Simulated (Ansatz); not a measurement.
**Fields on a plane of CsPbCl3 (cubic perovskite)**

```yaml
crystal:
  lattice:
    - [5.61876, 0.00000, 0.00000]
    - [0.00000, 5.61876, 0.00000]
    - [0.00000, 0.00000, 5.61876]
  atoms:
    - { symbol: Cs, position: [0.00000, 0.00000, 0.00000] }
    - { symbol: Pb, position: [0.50000, 0.50000, 0.50000] }
    - { symbol: Cl, position: [0.00000, 0.50000, 0.50000] }
    - { symbol: Cl, position: [0.50000, 0.50000, 0.00000] }
    - { symbol: Cl, position: [0.50000, 0.00000, 0.50000] }
```

The slice is a {110} plane (indices of the conventional cell) through the point (0.000, 0.500, 0.500) (fractional), spanned by u = [100] and v = [011] in vectors of this cell: u (5.62 Å) and v (7.95 Å, at 90° to u). It covers one period; positions are fractions (u, v).

Atoms on it: Cs at (0.00, 0.50); Pb at (0.50, 0.00); Cl at (0.00, 0.00).

Level of theory: PBEsol (plane waves to 420 eV, PAW, scalar-relativistic; Ansatz, a quantum-chemistry and plane-wave program). k mesh 6×6×6. Near the nuclei the fields are pseudised (PAW); where an atom keeps semicore shells as valence, they peak there. CsPbCl3 was relaxed with its symmetry unable to fall. Spin-orbit coupling is left out, though Pb is heavy. The PAW data are Ansatz's earlier set. This is a high-temperature form of CsPbCl3.

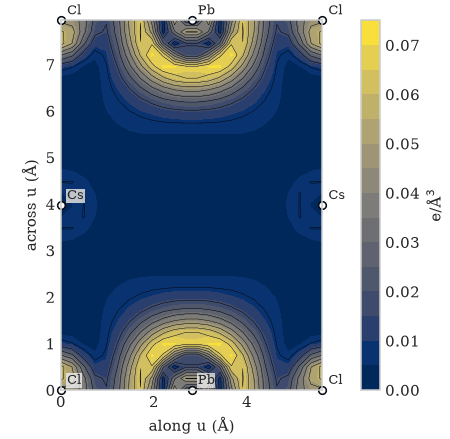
Figure. Density of the lowest conduction band (whole band as if filled, smooth part) in e/Å³, one period of the plane, atoms marked. 

```
|  ==%%**::..  ..::--==----==--::..  ..::**%%==|
|..--==--..      ..--========--..      ..--==--|
|....::..        ..::--------::..        ..::..|
|                  ............                |
|                                              |
|                                              |
|                                              |
|                                              |
|                                              |
|                                              |
|                                              |
|                                              |
|                                              |
|                                              |
|                                              |
|                                              |
|                                              |
|                                              |
|                                              |
|                                              |
|                                              |
|                                              |
|                                              |
|                                              |
|                                              |
|                                              |
|                                              |
|                  ............                |
|....::..        ..::--------::..        ..::..|
|..--==--..      ..--========--..      ..--==--|
|  ==%%**::..  ..::--==----==--::..  ..::**%%==|
|  ++@@##--..  ..::==--::::--==::..  ..--##@@++|
```
Scale: ten equal steps from 0.000 (start of ' ') to 0.272 (end of '@'), in the order ' .:-=+*#%@'. Values: density of the highest valence band (whole band, smooth part) in e/Å³. The map has 23 points along u (two characters each, u = 0 at the left) and 32 along v (v = 0 in the bottom row).
